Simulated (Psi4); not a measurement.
Run report: AlN$_{2}$H$_{4}$Cl, single-point calculation

System: AlN$_{2}$H$_{4}$Cl.
Method: PBE/def2-TZVPP, RKS, dispersion D4 (Psi4 1.11).

The geometry was optimised with PBE0/def2-TZVP.

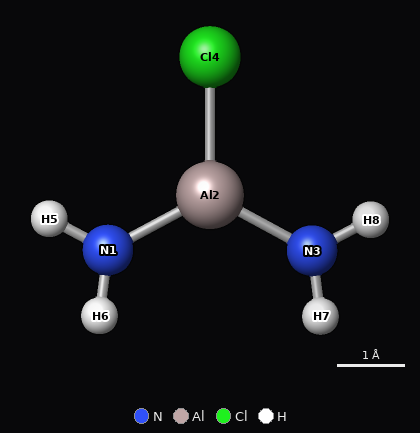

Figure 1. The input geometry (ball-and-stick view, seen on its broad side; atoms are numbered from 1 in the order of the input). Sticks mark near contacts. Bond lengths as drawn: Al–Cl 2.10 Å, Al–N 1.76 Å and H–N 1.01 Å.

Input (calc.py)
```python
import psi4

psi4.set_memory('3300 MB')
psi4.set_num_threads(2)
psi4.core.set_output_file('alclh4n2.out', False)

molecule = psi4.geometry("""
0 1
N     -0.99460443     2.80094072    -0.32923375
Al    -0.44615111    -0.44936175    -0.74184790
N      1.56229328    -2.22403379     1.22083489
Cl    -2.27857318    -2.30352323    -3.72950679
H     -2.14404547     3.82851710    -1.44184025
H     -0.24200211     3.88586651     1.03843096
H      2.54632280    -1.54734744     2.69993486
H      1.88575203    -4.08419137     0.99673604
units au
symmetry c1
""")

options = {'basis': 'def2-TZVPP', 'scf_type': 'df', 'dft_radial_points': 99, 'dft_spherical_points': 590}
psi4.set_options(options)

e, wfn = psi4.energy("pbe-d4", molecule=molecule, return_wfn=True)
print('E =', round(e, 9))
for k, v in sorted(psi4.core.scalar_variables().items()):
    print(f'{k:45s} {v:18.10f}')
```

Run on 2 threads of Intel Xeon @ 2.50GHz (Skylake/Cascade Lake), 189 GiB of memory available, shared host.

Run as:
```bash
python calc.py
```

The program's output
```
=> Loading Basis Set <=

    Name: DEF2-TZVPP
    Role: ORBITAL
    Keyword: BASIS

   => PBE-D4(BJ,EEQ)ATM: Empirical Dispersion <=

        a1 =       0.385750
        a2 =       4.806885
       alp =      16.000000
        s6 =       1.000000
        s8 =       0.959481
        s9 =       1.000000
        ga =       3.000000
        gc =       2.000000
        wf =       6.000000

         ---------------------------------------------------------
                                   SCF
                              RKS Reference
                        2 Threads,   3147 MiB Core
         ---------------------------------------------------------

  ==> Geometry <==

    Molecular point group: c1
    Full point group: C1

    Geometry (in Bohr), charge = 0, multiplicity = 1:

       Center              X                  Y                   Z               Mass
    ------------   -----------------  -----------------  -----------------  -----------------
         N           -0.125284448508     3.678697064433     1.103170526027    14.003074004430
         AL           0.423168871492     0.428394594433     0.690556376027    26.981538530000
         N            2.431613261492    -1.346277445567     2.653239166027    14.003074004430
         CL          -1.409253198508    -1.425766885567    -2.297102513973    34.968852682000
         H           -1.274725488508     4.706273444433    -0.009435973973     1.007825032230
         H            0.627317871492     4.763622854433     2.470835236027     1.007825032230
         H            3.415642781492    -0.669591095567     4.132339136027     1.007825032230
         H            2.755072011492    -3.206435025567     2.429140316027     1.007825032230

  Running in c1 symmetry.

  Rotational constants: A =      0.19914  B =      0.10642  C =      0.06936 [cm^-1]
  Rotational constants: A =   5969.97916  B =   3190.43038  C =   2079.25422 [MHz]
  Nuclear repulsion =  197.337394423457994

  Charge       = 0
  Multiplicity = 1
  Electrons    = 48
  Nalpha       = 24
  Nbeta        = 24

  ==> Algorithm <==

  SCF Algorithm Type is DF.
  DIIS enabled.
  MOM disabled.
  Fractional occupation disabled.
  Guess Type is SAD.
  Energy threshold   = 1.00e-06
  Density threshold  = 1.00e-06
  Integral threshold = 1.00e-12

  ==> Primary Basis <==

  Basis Set: DEF2-TZVPP
    Blend: DEF2-TZVPP
    Number of shells: 74
    Number of basis functions: 202
    Number of Cartesian functions: 228
    Spherical Harmonics?: true
    Max angular momentum: 3

  ==> DFT Potential <==

   => LibXC <=

    Version 7.1.2

   => Composite Functional: PBE-D4BJEEQATM <=

    PBE GGA Exchange-Correlation Functional

    Deriv               =              1
    GGA                 =           TRUE
    Meta                =          FALSE

    Exchange Hybrid     =          FALSE
    MP2 Hybrid          =          FALSE

   => Exchange Functionals <=

    1.0000     XC_GGA_X_PBE

   => Correlation Functionals <=

    1.0000     XC_GGA_C_PBE

   => LibXC Density Thresholds  <==

    XC_GGA_C_PBE:  1.00E-12
    XC_GGA_X_PBE:  1.00E-15

   => Molecular Quadrature <=

    Radial Scheme          =       TREUTLER
    Pruning Scheme         =           NONE
    Nuclear Scheme         =       TREUTLER

    Blocking Scheme        =         OCTREE
    BS radius alpha        =              1
    Pruning alpha          =              1
    Radial Points          =             99
    Spherical Points       =            590
    Total Points           =         444016
    Total Blocks           =           3190
    Max Points             =            256
    Max Functions          =            186
    Weights Tolerance      =       1.00E-15

   => Loading Basis Set <=

    Name: (DEF2-TZVPP AUX)
    Role: JKFIT
    Keyword: DF_BASIS_SCF

  ==> Integral Setup <==

  DFHelper Memory: AOs need 0.145 GiB; user supplied 0.649 GiB.
  SCF_SUBTYPE=INCORE selected. In-core MEM_DF algorithm will be used.
  Using in-core AOs.

  ==> MemDFJK: Density-Fitted J/K Matrices <==

    J tasked:                   Yes
    K tasked:                    No
    wK tasked:                   No
    Memory [MiB]:               664
    Algorithm:                 Core
    Schwarz Cutoff:           1E-12
    Mask sparsity (%):       8.0286
    Fitting Condition:        1E-10

   => Auxiliary Basis Set <=

  Basis Set: (DEF2-TZVPP AUX)
    Blend: DEF2-UNIVERSAL-JKFIT
    Number of shells: 150
    Number of basis functions: 482
    Number of Cartesian functions: 576
    Spherical Harmonics?: true
    Max angular momentum: 4

  Cached 100.0% of DFT collocation blocks in 1.656 [GiB].

  Minimum eigenvalue in the overlap matrix is 9.7120153476E-04.
  Reciprocal condition number of the overlap matrix is 1.4706182646E-04.
    Using symmetric orthogonalization.

  ==> Pre-Iterations <==

  SCF Guess: Superposition of Atomic Densities via on-the-fly atomic UHF (no occupation information).

   -------------------------
    Irrep   Nso     Nmo
   -------------------------
     A        202     202
   -------------------------
    Total     202     202
   -------------------------

  ==> Iterations <==

                           Total Energy        Delta E     RMS |[F,P]|

   @DF-RKS iter SAD:  -813.65351692957120   -8.13654e+02   0.00000e+00
   @DF-RKS iter   1:  -813.43481654875370    2.18700e-01   7.35719e-03 DIIS/ADIIS
   @DF-RKS iter   2:  -809.92182782334430    3.51299e+00   1.19824e-02 DIIS/ADIIS
   @DF-RKS iter   3:  -814.19665885043196   -4.27483e+00   2.22009e-03 DIIS/ADIIS
   @DF-RKS iter   4:  -814.27917201910100   -8.25132e-02   1.36964e-03 DIIS/ADIIS
   @DF-RKS iter   5:  -814.31156723682250   -3.23952e-02   2.81406e-04 DIIS/ADIIS
   @DF-RKS iter   6:  -814.31247526007485   -9.08023e-04   1.27103e-04 DIIS/ADIIS
   @DF-RKS iter   7:  -814.31278989969201   -3.14640e-04   2.31703e-05 DIIS
   @DF-RKS iter   8:  -814.31280175213908   -1.18524e-05   3.59139e-06 DIIS
   @DF-RKS iter   9:  -814.31280197449166   -2.22353e-07   7.03387e-07 DIIS
  Energy and wave function converged.

  ==> Post-Iterations <==

   Electrons on quadrature grid:
      Ntotal   =   48.0000002679 ; deviation = 2.679e-07

    Orbital Energies [Eh]
    ---------------------

    Doubly Occupied:

       1A   -100.631159     2A    -55.363148     3A    -13.955340
       4A    -13.955334     5A     -9.146927     6A     -6.965857
       7A     -6.962202     8A     -6.961821     9A     -3.924572
      10A     -2.530110    11A     -2.526253    12A     -2.522895
      13A     -0.757890    14A     -0.748968    15A     -0.721690
      16A     -0.436657    17A     -0.428524    18A     -0.406537
      19A     -0.345561    20A     -0.324663    21A     -0.284219
      22A     -0.275559    23A     -0.233857    24A     -0.214044

    Virtual:

      25A     -0.032980    26A      0.003619    27A      0.023887
      28A      0.032199    29A      0.064831    30A      0.078204
      31A      0.085740    32A      0.118120    33A      0.125315
      34A      0.155710    35A      0.168468    36A      0.181107
      37A      0.199478    38A      0.200977    39A      0.207438
      40A      0.276115    41A      0.302643    42A      0.331781
      43A      0.333755    44A      0.350794    45A      0.355474
      46A      0.403329    47A      0.413328    48A      0.415718
      49A      0.423263    50A      0.426578    51A      0.431280
      52A      0.453609    53A      0.468478    54A      0.494373
      55A      0.504582    56A      0.512796    57A      0.542733
      58A      0.546267    59A      0.567589    60A      0.585272
      61A      0.648532    62A      0.693092    63A      0.696893
      64A      0.707284    65A      0.721730    66A      0.757140
      67A      0.779667    68A      0.801490    69A      0.818353
      70A      0.819611    71A      0.887231    72A      0.916115
      73A      0.934360    74A      0.961036    75A      0.996112
      76A      0.998119    77A      1.011425    78A      1.044617
      79A      1.050208    80A      1.110464    81A      1.135083
      82A      1.145247    83A      1.202206    84A      1.268360
      85A      1.280666    86A      1.283803    87A      1.372162
      88A      1.457532    89A      1.477734    90A      1.489976
      91A      1.528201    92A      1.535393    93A      1.589213
      94A      1.610538    95A      1.697940    96A      1.700800
      97A      1.735325    98A      1.765042    99A      1.778332
     100A      1.845835   101A      1.849523   102A      1.853407
     103A      1.970026   104A      2.017784   105A      2.026096
     106A      2.041917   107A      2.082560   108A      2.111135
     109A      2.137444   110A      2.170632   111A      2.172865
     112A      2.181506   113A      2.197395   114A      2.221439
     115A      2.287544   116A      2.312115   117A      2.404708
     118A      2.463388   119A      2.498602   120A      2.604535
     121A      2.717984   122A      2.840342   123A      2.855539
     124A      2.901726   125A      2.929916   126A      2.947722
     127A      2.952794   128A      2.983268   129A      3.069364
     130A      3.103068   131A      3.177816   132A      3.200337
     133A      3.216085   134A      3.228081   135A      3.236017
     136A      3.249857   137A      3.252457   138A      3.279406
     139A      3.420095   140A      3.429026   141A      3.473447
     142A      3.577897   143A      3.625493   144A      3.627159
     145A      3.726931   146A      3.727279   147A      3.786217
     148A      3.801366   149A      3.805188   150A      3.813377
     151A      3.855017   152A      3.857051   153A      3.893675
     154A      4.026582   155A      4.128531   156A      4.150198
     157A      4.170197   158A      4.232481   159A      4.243765
     160A      4.385842   161A      4.388590   162A      4.447771
     163A      4.458952   164A      4.462105   165A      4.463016
     166A      4.583183   167A      4.619178   168A      4.682055
     169A      4.721746   170A      4.855257   171A      4.855284
     172A      5.325220   173A      5.326431   174A      5.400714
     175A      5.409958   176A      5.477726   177A      5.484679
     178A      5.579781   179A      5.607246   180A      5.616082
     181A      5.618119   182A      5.981741   183A      6.044228
     184A      6.352710   185A      6.357535   186A      6.422896
     187A      6.510062   188A      7.923402   189A      7.943067
     190A      8.019114   191A      8.065865   192A      8.082000
     193A      8.424248   194A      9.029187   195A      9.457414
     196A      9.670851   197A     10.558357   198A     10.620408
     199A     10.946290   200A     24.754290   201A     32.152360
     202A     32.254840

    Final Occupation by Irrep:
              A
    DOCC [    24 ]
    NA   [    24 ]
    NB   [    24 ]

  @DF-RKS Final Energy:  -814.31280197449166

   => Energetics <=

    Nuclear Repulsion Energy =            197.3373944234579938
    One-Electron Energy =               -1518.1174285754918856
    Two-Electron Energy =                 568.3842453442932765
    DFT Exchange-Correlation Energy =     -61.9113586268901770
    Empirical Dispersion Energy =          -0.0056545398607004
    VV10 Nonlocal Energy =                  0.0000000000000000
    Total Energy =                       -814.3128019744916628

Computation Completed

Properties will be evaluated at   0.000000,   0.000000,   0.000000 [a0]

Properties computed using the SCF density matrix

 Multipole Moments:

 ------------------------------------------------------------------------------------
     Multipole            Electronic (a.u.)      Nuclear  (a.u.)        Total (a.u.)
 ------------------------------------------------------------------------------------

 L = 1.  Multiply by 2.5417464519 to convert [e a0] to [Debye]
 Dipole X            :         -2.7663270            3.2114998            0.4451728
 Dipole Y            :         -2.7992905            3.2519002            0.4526097
 Dipole Z            :         -4.5113218            5.2442367            0.7329149
 Magnitude           :                                                    0.9696383

 ------------------------------------------------------------------------------------

	total time  =         43 seconds =       0.72 minutes
```

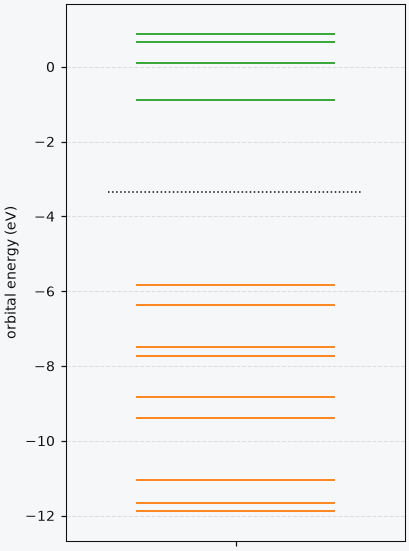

Figure 2. Orbital energies near the frontier; the dotted line parts filled from empty levels, and levels within 0.02 eV of each other stand side by side. Highest filled −5.82 eV, lowest empty −0.90 eV, 4.92 eV apart.

Results in brief

```csv
quantity,value
outcome,converged
total energy,−814.312802 hartree
dispersion energy,−0.005655 hartree
basis functions,202
HOMO,−5.82 eV
LUMO,−0.90 eV
dipole moment,2.46 D
wall time,45 s (CPU time 96 s)
peak memory,2.1 GiB
```
